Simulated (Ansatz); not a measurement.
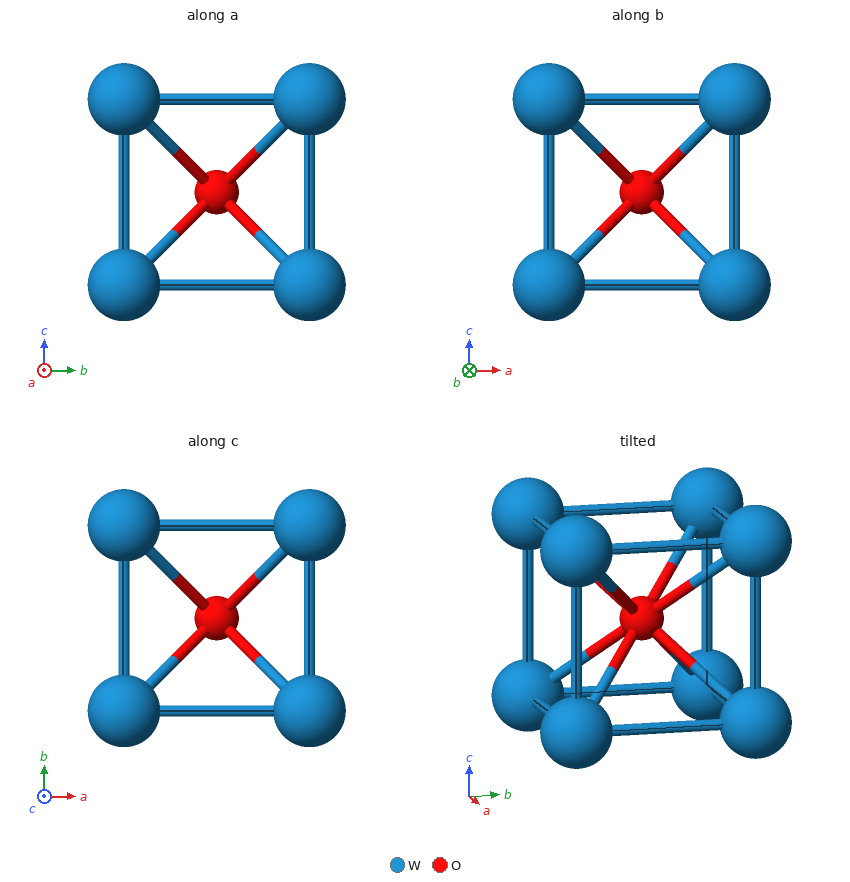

The figure gives a ball-and-stick picture of the atoms, viewed along the a axis, along the b axis, along the c axis and slightly off an axis. The edges of the conventional unit cell are marked.

Lattice parameters: a = 2.7879 Å, b = 2.7879 Å, c = 2.7879 Å, α = 90.000°, β = 90.000°, γ = 90.000°.

Q: Give the structure in the form of a CIF in P1 with every atom of the cell.

A:
```cif
data_structure
_symmetry_space_group_name_H-M 'P 1'
_symmetry_Int_Tables_number 1
_cell_length_a 2.7879
_cell_length_b 2.7879
_cell_length_c 2.7879
_cell_angle_alpha 90.000
_cell_angle_beta 90.000
_cell_angle_gamma 90.000
_cell_volume 21.67
loop_
_atom_site_label
_atom_site_type_symbol
_atom_site_fract_x
_atom_site_fract_y
_atom_site_fract_z
_atom_site_occupancy
W1 W 0.0000 0.0000 0.0000 1
O1 O 0.5000 0.5000 0.5000 1
```

The structure was taken from a structure type filled with these elements by a generator (whether the compound takes this form wasn't checked). Earlier steps of the study, as a rule a relaxation of our own, may have changed the cell and positions, so they can lie some per cent off the listed ones. A calculation with Ansatz used it as input.
